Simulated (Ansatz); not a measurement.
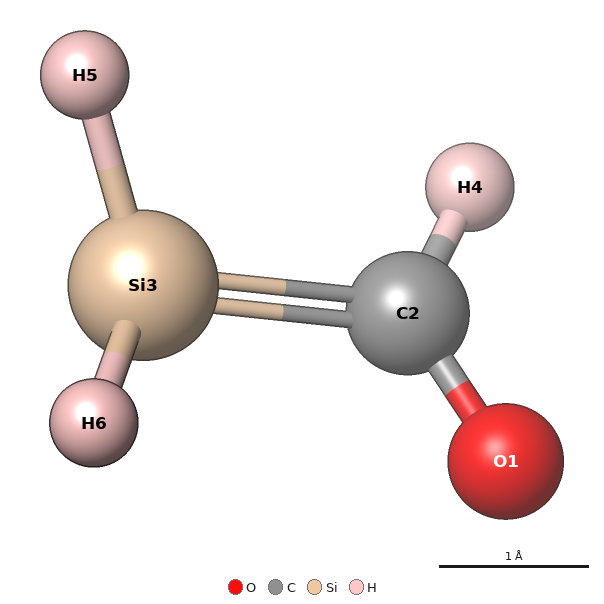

Orthographic view. Atoms fade into the background with distance from the viewer. State: neutral, doublet. The geometry was computed by an optimisation with PBE0-D4/def2-TZVP. No frequency run is at hand to confirm it as a minimum.

Write a Z-matrix (Å, degrees) in the order of the atom numbers, with these reference atoms: 2 to 1; 3 to 2, 1; 4 to 2, 1, 3; 5 to 3, 2, 4; 6 to 3, 5, 2.

```
O  
C    1   1.208
Si   2   1.895   1   122.7
H    2   1.114   1   120.2   3  -178.1
H    3   1.487   2   113.4   4   -29.3
H    3   1.483   5   114.0   2   132.0
```
